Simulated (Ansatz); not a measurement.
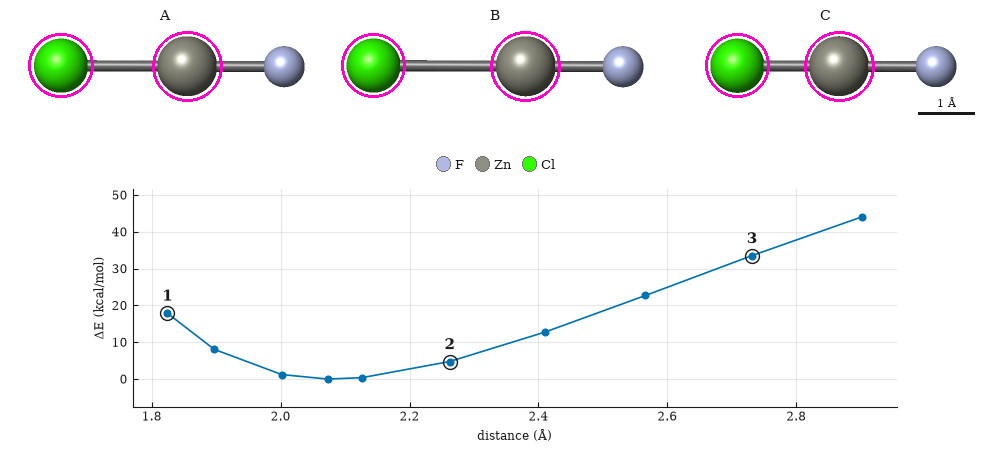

A scan of ZnClF: the Zn–Cl bond length is varied, with all other coordinates relaxed. The frames are shuffled; the numbered points of the plot belong to them. Style: ball-and-stick. Shown face on. The ringed atoms are those of the scanned coordinate.

Level of theory: PBE-D4 (def2-TZVPP, Ansatz), on geometries relaxed under the constraint at PBE0-D4/def2-TZVP. Energies are counted from the PBE0-D4/def2-TZVP minimum geometry at the same level.

### Which frame belongs to which numbered point?

Point 1 is frame C (the distance 1.824 Å, 17.9 kcal/mol); 2 is frame A (the distance 2.262 Å, 4.8 kcal/mol); 3 is frame B (the distance 2.731 Å, 33.5 kcal/mol). The lowest computed point lies at the distance 2.073 Å (0.0 kcal/mol). The end points stand at 17.9 kcal/mol (1.824 Å) and 44.1 kcal/mol (2.902 Å). The curvature at the lowest point is about 17 eV/Å² (2.8 mdyn/Å). The well is steeper on the short side, as for any bond.
